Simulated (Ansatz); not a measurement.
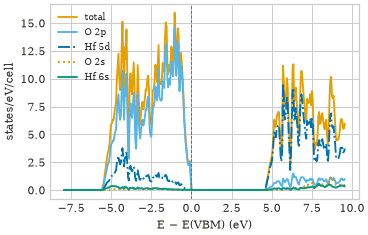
Total and projected density of states of HfO₂ in space group P2_1/c (No. 14; Hf on 4e, O on 4e, O on 4e), DFT-r²SCAN in the program Ansatz with PAW potentials

Problem. Which orbitals carry the states next to the gap?

Solution. Top 1 eV of the valence band: O 2p 93 %. Bottom 1 eV of the conduction band: Hf 5d 83 %, O 2p 11 %. Projections are on Löwdin-orthogonalised atomic valence shells; empty p or d shells of many metals are not among them.

Problem. Where is the tallest occupied peak in this window, and what makes it?

Solution. Near -1.0 eV, about 16 states/eV per cell; the largest projected share is O 2p.

Symmetry was held in the r²SCAN relaxation. No spin polarisation was allowed. Spin–orbit coupling is left out wherever it is not named.

Potentials: the earlier of the program's two PAW sets.
